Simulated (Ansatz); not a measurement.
# Response to strain in BAs

Take BAs in the zinc blende structure (space group F-43m, No. 216) as the base.

```yaml
crystal:
  lattice:
    - [0.00000, 2.38393, 2.38393]
    - [2.38393, 0.00000, 2.38393]
    - [2.38393, 2.38393, 0.00000]
  atoms:
    - { symbol: As, position: [0.75000, 0.75000, 0.75000] }
    - { symbol: B, position: [0.00000, 0.00000, 0.00000] }
```

Cartesian axes are those of the cell as printed.

Strains are applied to the cell and any free atomic positions relax; under biaxial strain the out-of-plane vector relaxes too.

The values are results of PBEsol in Ansatz (plane waves to 420 eV, PAW, no spin-orbit coupling), not measurements.

Notes on the quantities. energy relative to the base: free energy F.

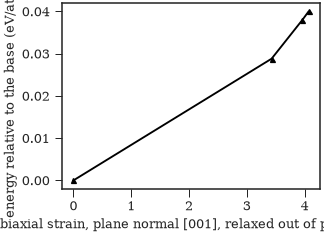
*Energy relative to the base against biaxial strain, plane normal [001], relaxed out of plane*

### Question
From the plot, what is the energy relative to the base for biaxial strain +4.07 %, plane normal [001], relaxed out of plane?

### Answer
About 0.040 eV/atom.

### Question
Is the trend monotonic over the range shown?

### Answer
Yes, it rises throughout, spanning 0 meV/atom to +40 meV/atom.

Whether these cells are dynamically stable was not tested.

Ansatz is an electronic-structure program.
